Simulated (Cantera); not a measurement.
Input: 1 mol c-C₄F₈, 1.4 mol F₂, 0.61 mol H₂, held at 0.0230 bar.

Method: chemical equilibrium by Gibbs-energy minimisation in Cantera with the NASA 1993 tables (ideal gas, pure condensed phases). Candidate condensed phases: C, C₆H₆, C₇H₈, C₈H₁₈; 95 gas species. The feed counts by its element totals alone. Gases not in the tables: C₂F₆ and larger saturated fluorocarbons. Equilibrium is a limit: real reactors are often held back by kinetics, nucleation or transport.

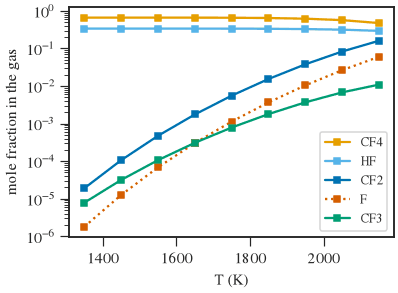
Figure: Equilibrium gas composition (values under 1e-9 drawn at 1e-9)

From 1350 K to 2150 K the condensed part is C(graphite). The main C-bearing gas is CF₄ throughout.
